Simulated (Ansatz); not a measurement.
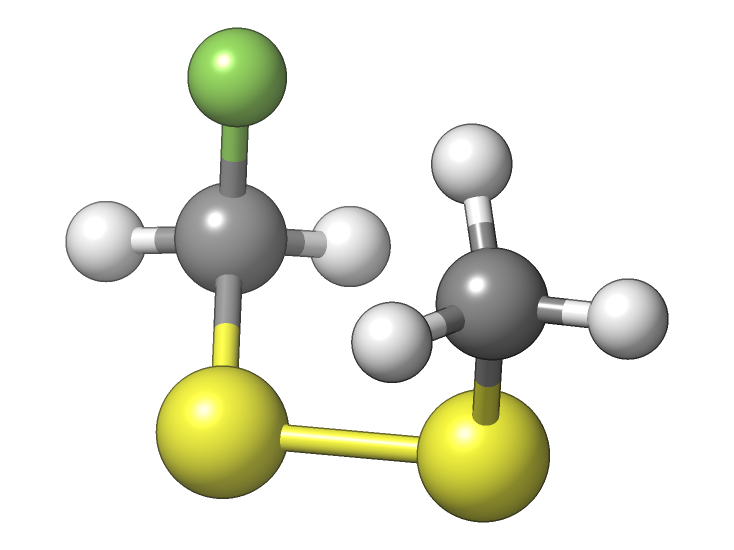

Rendered structure (ball-and-stick style). Colours: carbon grey, sulfur yellow, fluorine green, hydrogen white.

Count the atoms of each element.

Answer. C₂H₅FS₂, 10 atoms: 2 carbon, 5 hydrogen, 1 fluorine and 2 sulfur.

Write the SMILES.

Answer. CSSCF

The parts below concern this one geometry. Atoms keep their numbers from picture to picture. The computed structure is the end point of a PBE0-D4/def2-TZVP optimisation. No frequency run is at hand to confirm it as a minimum.

## Symmetry

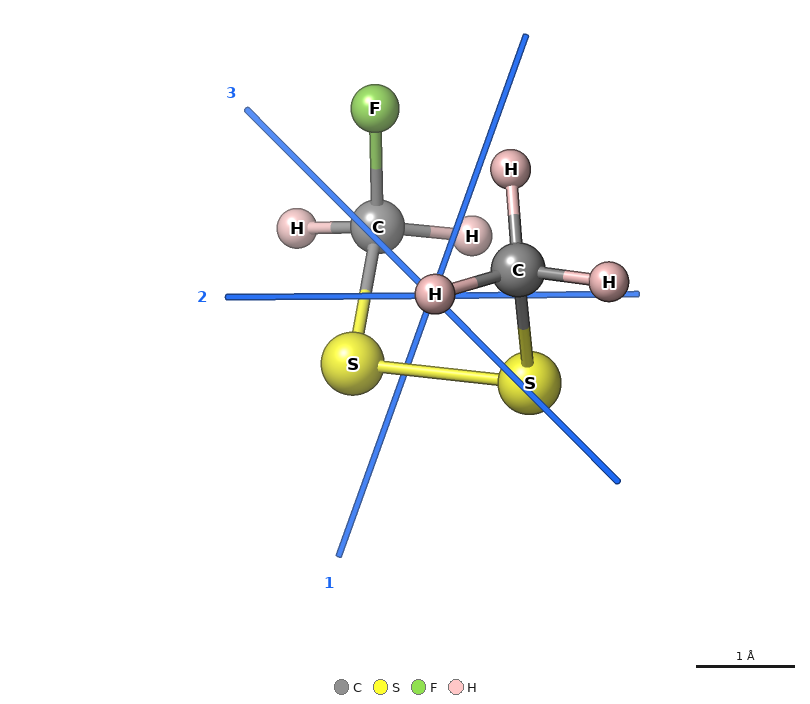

The three principal axes of inertia are drawn and numbered. Depth is shown by fading: the farther an atom, the more it takes the colour of the background. No frequency run is at hand to confirm it as a minimum. Masses are those of the most abundant isotopes; constants are for the rigid equilibrium geometry.

Which line is the a axis (least moment of inertia), which b and which c?

Answer. a is line 3, b is line 1, c is line 2; the moments are 109, 230, 295 u Å².

Classify the rotor and give the rotational constants (GHz).

Answer. An asymmetric top (C1): A = 4.63, B = 2.19, C = 1.71 GHz. Ray's parameter κ is −0.67, nearer the prolate limit.

## Dipole moment

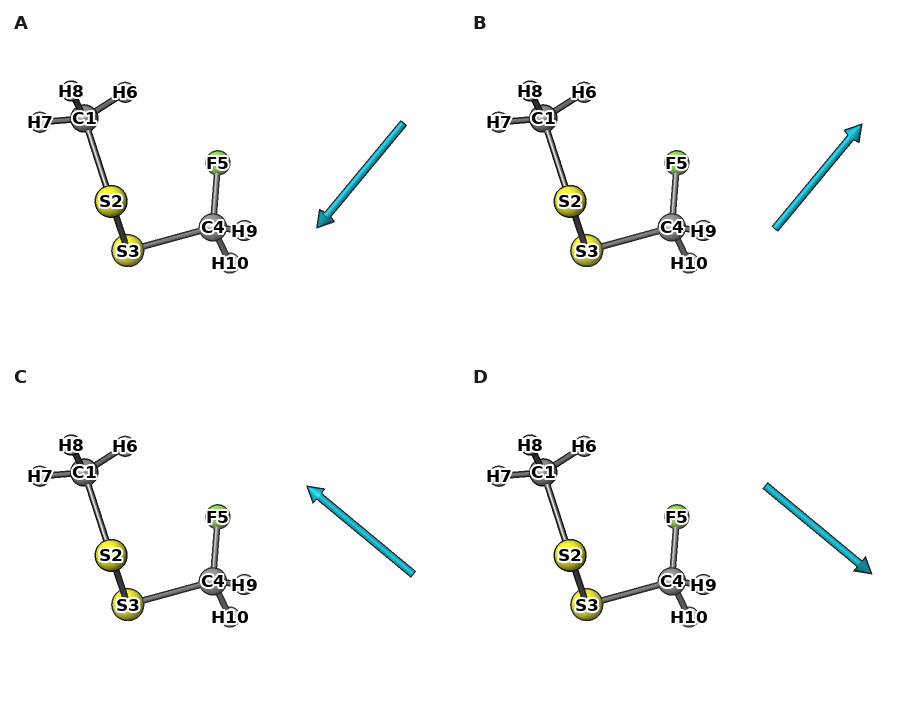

The same molecule four times, each with an arrow. No frequency run is at hand to confirm it as a minimum. Properties computed with RKS r2SCAN-D4/def2-TZVPP (Ansatz 0.2.0).

Which arrow points along the dipole moment, from the negative to the positive end?

Answer. B. The dipole moment is 0.54 D; it points from the side of S3 to the side of H6 (the outermost atoms at the two ends).

## Levels of theory compared

No frequency run is at hand to confirm it as a minimum. Program: Ansatz 0.2.0.

Compare HOMO energy (eV) at these levels: B3LYP-D4/def2-TZVPP; PBE-D4/def2-TZVPP; PBE0-D4/def2-TZVPP; r2SCAN-D4/def2-TZVPP; ωB97M-V/def2-TZVPP; ωB97X-V/def2-TZVPP.

```tsv
level	HOMO energy (eV)
B3LYP-D4/def2-TZVPP	−6.77
PBE-D4/def2-TZVPP	−5.78
PBE0-D4/def2-TZVPP	−6.99
r2SCAN-D4/def2-TZVPP	−6.02
ωB97M-V/def2-TZVPP	−9.17
ωB97X-V/def2-TZVPP	−9.34
```

## Charges

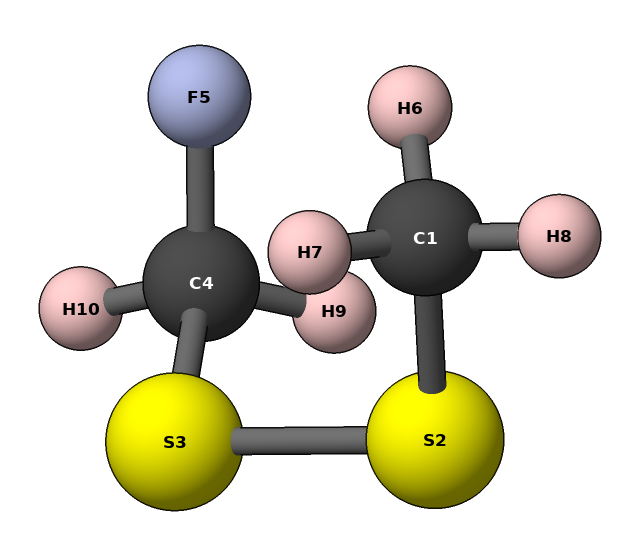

The questions are on Mulliken charges. No frequency run is at hand to confirm it as a minimum. Level of theory: RKS B3LYP-D4/def2-TZVPP (Ansatz 0.2.0).

Which atom carries the highest charge (most positive or least negative)?

Answer. H6 (0.13 e).

And the lowest?

Answer. C1 (−0.26 e).

List the Mulliken charges.

| atom | value (e) |
| --- | --- |
| C1 | −0.26 |
| S2 | −0.08 |
| S3 | −0.06 |
| C4 | 0.04 |
| F5 | −0.23 |
| H6 | 0.13 |
| H7 | 0.12 |
| H8 | 0.11 |
| H9 | 0.11 |
| H10 | 0.11 |

Mulliken values depend strongly on the basis set and can even reverse the polarity of a bond.
